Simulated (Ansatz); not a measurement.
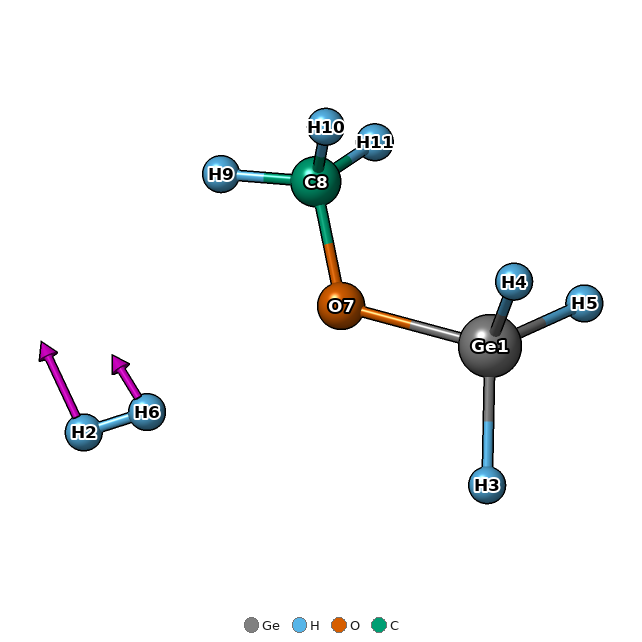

The arrows show one normal mode. Harmonic vibrations computed with RKS PBE0-D4/def2-TZVP (Ansatz 0.2.0) at a stationary point of the same level.

### Estimate its harmonic wavenumber.

47 cm⁻¹; it is mode 2 of 27 counted from the lowest.
